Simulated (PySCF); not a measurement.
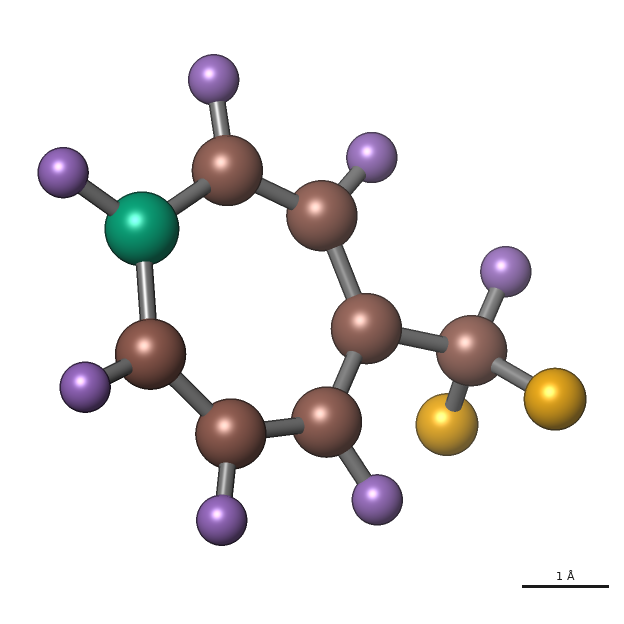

Rendered structure (ball-and-stick style). Every bond is drawn as one stick, whatever its order. Colours: fluorine orange, carbon brown, boron teal, hydrogen purple.

The geometry was computed by an optimisation with PBE0-D3(BJ)/def2-SVP. No frequency run is at hand to confirm it as a minimum.

Describe the molecule.

It has 17 atoms: 7 carbon, 7 hydrogen, 1 boron and 2 fluorine (C₇H₇BF₂). SMILES: `FC(F)C1=CC=CBC=C1`. Independent rings (smallest set): 1 of 7 members. Among its groups: alkene, C–F bond, B–H bond. Coordination: 1 C tetrahedral; 6 C trigonal planar; 1 B trigonal planar.

The parts below concern this one geometry. Atoms keep their numbers from picture to picture.

## Geometry

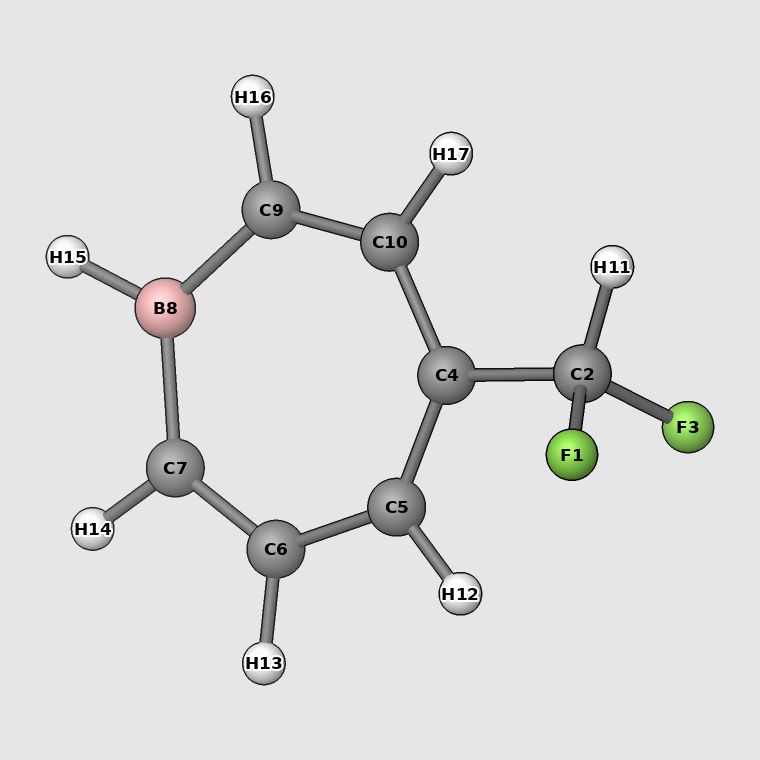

Numbered structure. No frequency run is at hand to confirm it as a minimum.

List the bonds and their lengths. Leave out bonds to hydrogen.

```csv
bond,length (Å),order
F1–C2,1.352,single
C2–F3,1.353,single
C2–C4,1.513,single
C4–C5,1.378,delocalised
C4–C10,1.421,delocalised
C5–C6,1.418,delocalised
C6–C7,1.375,delocalised
C7–B8,1.528,single
B8–C9,1.526,single
C9–C10,1.374,double
```

## Electronic properties

No frequency run is at hand to confirm it as a minimum. Properties computed with CAM-B3LYP/def2-SVPD, gas phase (PySCF 2.14.0). Excitations: vertical, linear response.

Predict the main results.

- dipole moment: 0.43 D
- HOMO energy (Kohn–Sham orbital): −8.60 eV
- LUMO energy (Kohn–Sham orbital): −1.51 eV
- HOMO–LUMO gap: 7.09 eV
- mean static polarisability: 101.6 bohr³
- lowest vertical singlet excitation: 4.56 eV
- its oscillator strength: 0.150
- brightest of the 10 lowest singlets: 6.13 eV
- its oscillator strength: 0.71

## NMR shielding

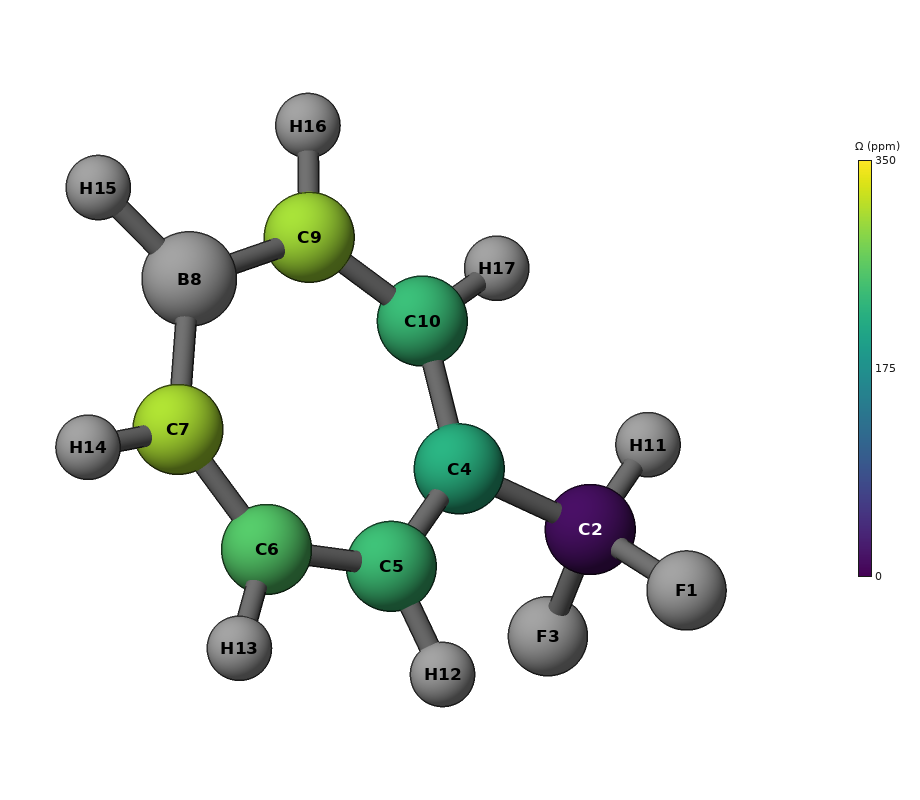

The C atoms are coloured by the span of their shielding tensor. No frequency run is at hand to confirm it as a minimum. Method: GIAO ωB97X-D/pcSseg-1 NMR shielding, non-relativistic, gas phase (PySCF 2.14.0). Principal shieldings σ11 ≤ σ22 ≤ σ33, span Ω = σ33 − σ11, skew κ = 3(σiso − σ22)/Ω.

Give the shielding tensors of the C atoms.

```json
{"atom": "C2", "σ11": "54.7", "σ22": "66.5", "σ33": "69.6", "σiso": "63.6", "Ω": "14.9", "κ": "−0.59"}
{"atom": "C4", "σ11": "−69.4", "σ22": "20.7", "σ33": "151.2", "σiso": "34.2", "Ω": "220.7", "κ": "0.18"}
{"atom": "C5", "σ11": "−73.8", "σ22": "26.4", "σ33": "166.3", "σiso": "39.6", "Ω": "240.1", "κ": "0.17"}
{"atom": "C6", "σ11": "−95.6", "σ22": "19.3", "σ33": "160.7", "σiso": "28.1", "Ω": "256.3", "κ": "0.10"}
{"atom": "C7", "σ11": "−129.2", "σ22": "6.8", "σ33": "175.6", "σiso": "17.7", "Ω": "304.9", "κ": "0.11"}
{"atom": "C9", "σ11": "−124.4", "σ22": "13.0", "σ33": "177.1", "σiso": "21.9", "Ω": "301.6", "κ": "0.09"}
{"atom": "C10", "σ11": "−88.0", "σ22": "26.5", "σ33": "148.7", "σiso": "29.1", "Ω": "236.7", "κ": "0.03"}
```

Shieldings and span in ppm.

## Ring current

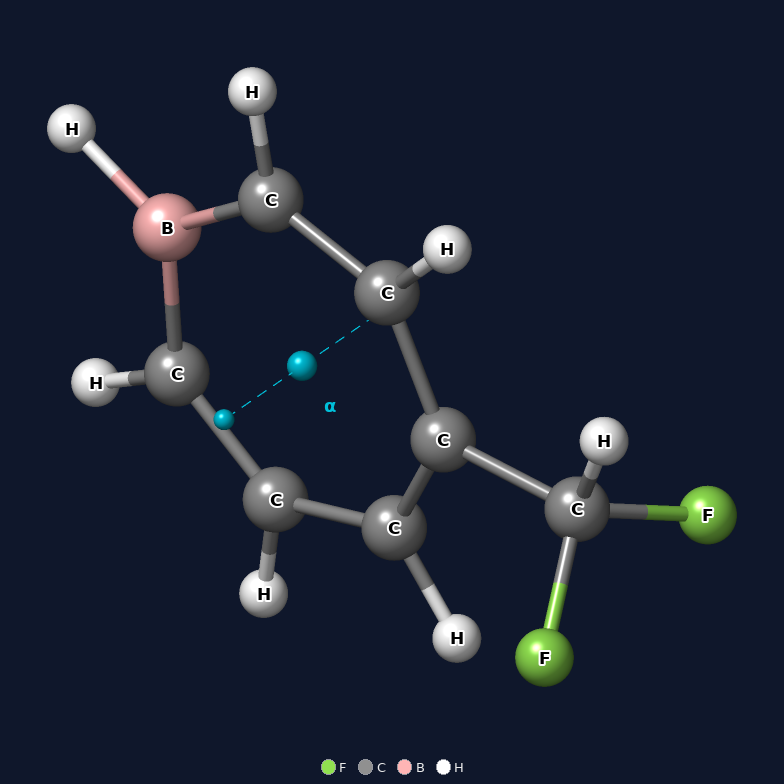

The small points mark where nucleus-independent chemical shifts (NICS) were computed: at the centre of each lettered ring and 1 Å above and below it. No frequency run is at hand to confirm it as a minimum. Properties computed with GIAO ωB97X-D/pcSseg-1 NMR shielding, non-relativistic, gas phase (PySCF 2.14.0).

Give NICS(0), NICS(1) and the out-of-plane component NICS(1)zz for each ring (means of the two sides).

```tsv
ring	members	NICS(0)	NICS(1)	NICS(1)zz
α	C6B	−3.6	−7.3	−19.0
```

Values in ppm.

> What do the values say about the ring currents?

Ring α: diatropic, as in an aromatic ring. NICS is one index among several.
